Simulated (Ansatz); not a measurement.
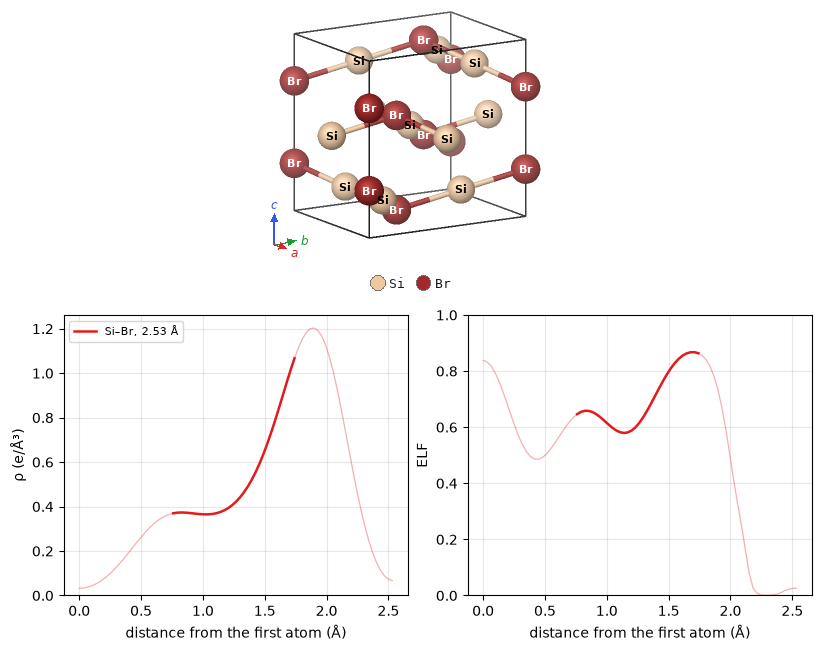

The picture shows: Si3Br2. Valence electron density and electron localisation function along straight lines between neighbouring atoms. Thin, pale parts lie inside the atomic spheres. The structure is drawn too.

Space group R-3m; a structure generated by program, which may or may not match a known phase.

These are results of DFT PBE, scalar-relativistic, plane waves, PAW in Ansatz, not measurements.

Core electrons are frozen (PAW), and the valence fields are smoothed inside the atomic spheres.

> What can be read from the curves?

Si–Br (2.53 Å): the density is about 0.42 e/Å³ at the midpoint, with its minimum of 0.36 e/Å³ about 1.0 Å from Si; the ELF is about 0.60 at the midpoint.
